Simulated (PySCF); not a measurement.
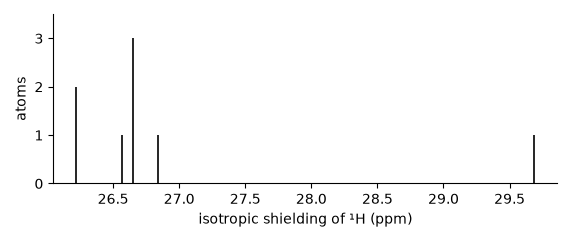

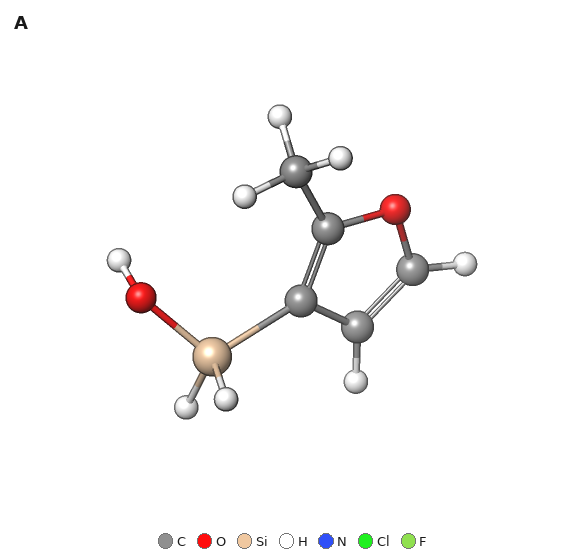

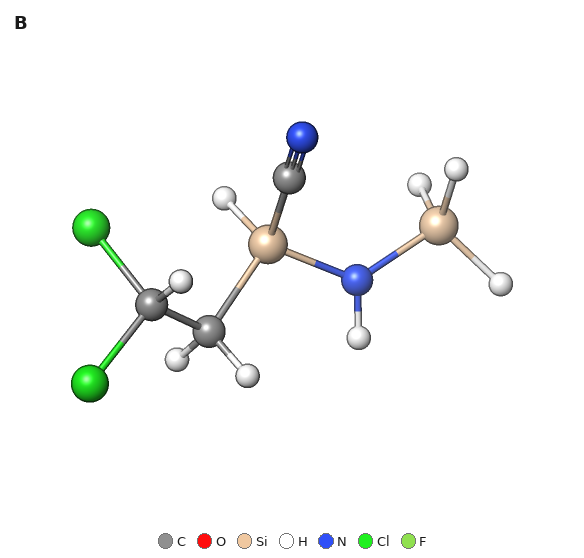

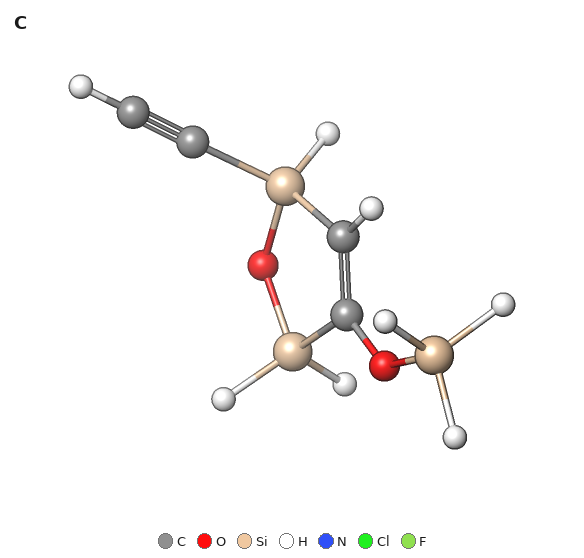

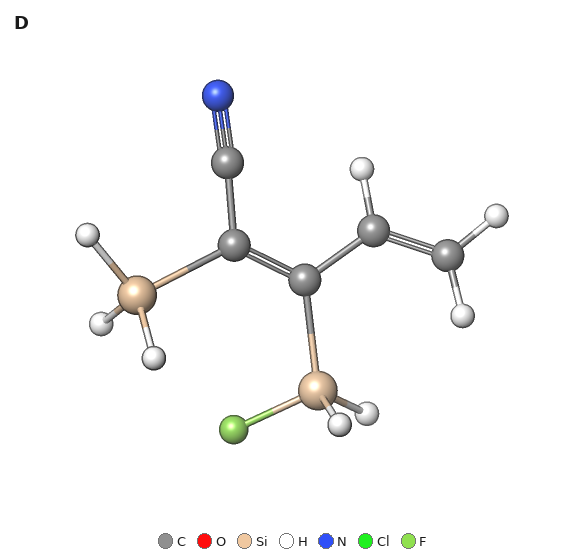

The sticks are computed shieldings of one of the molecules, for one fixed geometry (GFN2-xTB) without averaging over rotations. Low shielding means a high chemical shift. Method: GIAO PBE0/pcSseg-1 NMR shielding, non-relativistic, gas phase (PySCF 2.14.0).

**Which molecule gives this pattern?**

C, `C#C[Si@H]1C=C(O[SiH3])[SiH2]O1`. Its 8 H atoms give lines at 26.22 (2 atoms), 26.57, 26.65 (3 atoms), 26.84, 29.69 ppm.

The geometry is semi-empirical. Around Si such bond lengths and angles can be off by a tenth of an ångström or more and by several degrees, and values that hang on the shape move with them.
